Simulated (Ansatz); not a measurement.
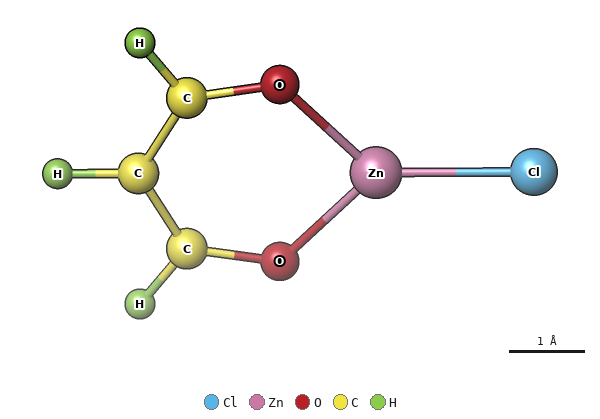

The structure as given in the input (ball-and-stick view, seen at a tilt). Sticks mark near contacts. Bond lengths as drawn: Cl–Zn 2.11 Å, C–C 1.39 Å, C–H 1.08 to 1.10 Å, C–O 1.26 Å and O–Zn 1.94 Å.

C3H3ClO2Zn: single-point calculation

The run: single-point calculation of C3H3ClO2Zn, SMILES [Cl][Zn-]1[O]C=CC=[O+]1. Method and program: RKS PBE-QIDH (frozen core with 3s3p of Cu, Zn)/def2-TZVPP (Ansatz 0.2.0).

The geometry comes from this level: PBE0-D4/def2-TZVP.

What the program printed:
```
Functional definition: PBE-QIDH
  name "PBE-QIDH"
  cite "Brémond, Sancho-García, Pérez-Jiménez & Adamo, J. Chem. Phys. 141, 031101 (2014) doi:10.1063/1.4890314"
  cite "Perdew, Burke & Ernzerhof, Phys. Rev. Lett. 77, 3865 (1996) doi:10.1103/PhysRevLett.77.3865"
  parameter a = 3^(-1/3)
  parameter c = 1/3
  exchange = (1 - a)*pbe_x + a*exact_x
  correlation = (1 - c)*pbe_c + c*(mp2_os + mp2_ss)
1927 factors; integrals over basis functions are off by at most 8.0e-4 eV
mean field evaluation 1: about -68151.7071 eV, gradient 4.9e1 eV
mean field evaluation 2: about -68152.1014 eV, gradient 4.9e1 eV
mean field evaluation 4: about -68156.5491 eV, gradient 8.7e0 eV
mean field evaluation 8: about -68156.6516 eV, gradient 8.1e-1 eV
mean field evaluation 16: about -68156.6525 eV, gradient 2.9e-4 eV
mean field -68156.65253432 eV, -2504.7107823980 hartree, gradient 6.4e-6 eV, S^2 0.000000; 0 other end points of the search recorded, 0 dependent functions left out
19 core orbitals not correlated: weight in the atoms' cores, before any rotation towards them, 1.000 or more for the frozen orbitals, at most 0.000 for the correlated occupied ones
reference -68156.65254899 eV, -2504.7107829368 hartree; 23, 23 occupied and 261, 261 virtual orbitals, 1927 factors
second order -49.03544243 eV of doubles, -0.00000000 eV of singles
Total energy: -68172.99769646 eV, -2505.3114560275 hartree
```

This output came from the following input.

Input:
```yaml
crystal:
  periodic: [false, false, false]
  atoms:
    - {symbol: Cl, position_ang: [1.854478, -3.225713, 1.589118]}
    - {symbol: Zn, position_ang: [0.886271, -1.539511, 0.757650]}
    - {symbol: O, position_ang: [-0.290814, -1.350247, -0.766628]}
    - {symbol: C, position_ang: [-0.776648, -0.233556, -1.105033]}
    - {symbol: C, position_ang: [-0.575450, 0.999487, -0.491869]}
    - {symbol: C, position_ang: [0.223170, 1.196289, 0.630763]}
    - {symbol: O, position_ang: [0.881793, 0.326772, 1.269282]}
    - {symbol: H, position_ang: [-1.430543, -0.254928, -1.985877]}
    - {symbol: H, position_ang: [-1.072251, 1.861525, -0.915818]}
    - {symbol: H, position_ang: [0.300003, 2.219882, 1.018411]}
basis:
  gaussian: {orbitals: def2-TZVPP}
hamiltonian: {xc: {name: PBE-QIDH}}
correlation: {frozen_orbitals: {C: 1, Cl: 5, H: 0, O: 1, Zn: 9}}
```

Launch command:
```bash
ansatz run in.yaml --threads 4 --pin off --events-out ev --progress --plain --max-ram 11315MiB
```

Key numbers:

```json
{"quantity": "outcome", "value": "converged"}
{"quantity": "total energy", "value": "−68172.9977 eV"}
{"quantity": "mean-field energy", "value": "−68156.6525 eV"}
{"quantity": "SCF solution under orbital rotations", "value": "stable"}
{"quantity": "hardware", "value": "4 threads of Arm Neoverse V1, 23 GiB of memory available, shared host"}
{"quantity": "wall time", "value": "13 s (CPU time 49 s)"}
{"quantity": "peak memory", "value": "1.1 GiB"}
```
